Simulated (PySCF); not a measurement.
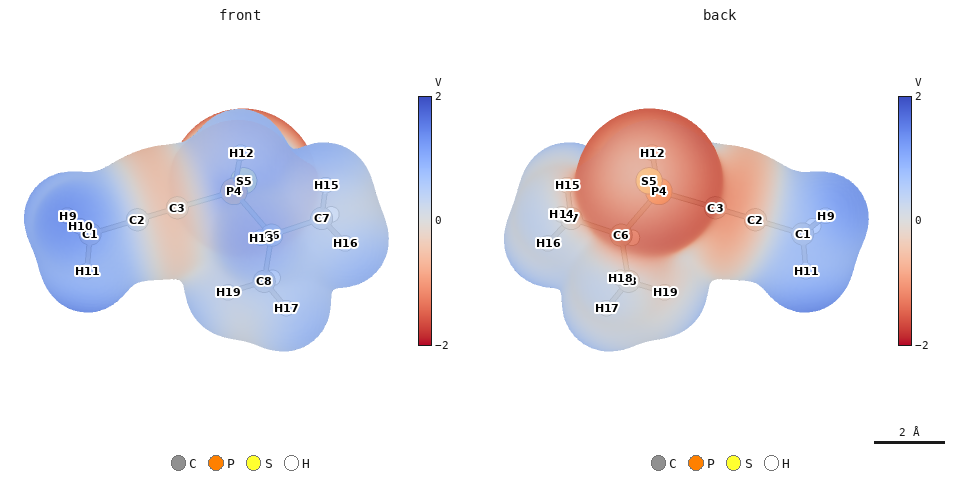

C6H11PS. The molecular electrostatic potential painted on the density surface at 0.002 e/bohr³, seen from the front and from behind; red is negative and blue positive.

Geometry: GFN2-xTB.

Computed with PySCF 2.14.0, PBE0/pcSseg-1, SCF density, gas phase, non-relativistic.

```xyz
19

C     3.8650   -0.3936    0.1999
C     2.5187    0.1057    0.3160
C     1.3919    0.5381    0.3400
P    -0.2461    1.0903    0.6640
S    -0.7505    1.1392    2.5277
C    -1.3052    0.0695   -0.4672
C    -2.7062    0.6646   -0.4681
C    -1.2869   -1.3652    0.0401
H     4.4621   -0.0377    1.0390
H     4.3150   -0.0492   -0.7309
H     3.8553   -1.4834    0.2086
H    -0.2435    2.3281    0.0070
H    -0.8651    0.1242   -1.4696
H    -3.1140    0.6541    0.5424
H    -2.6879    1.6964   -0.8200
H    -3.3666    0.0893   -1.1146
H    -1.9165   -2.0024   -0.5781
H    -1.6583   -1.3979    1.0645
H    -0.2710   -1.7608    0.0317
```

**Where is the surface potential most negative and most positive?**

The most negative region (about −1.5 V, or −35 kcal/mol for a unit charge) lies over S5, the most positive (about +1.2 V, or +28 kcal/mol for a unit charge) over H10 and H11.

**What dipole moment does the calculation give?**

Its dipole moment is 4.87 D.
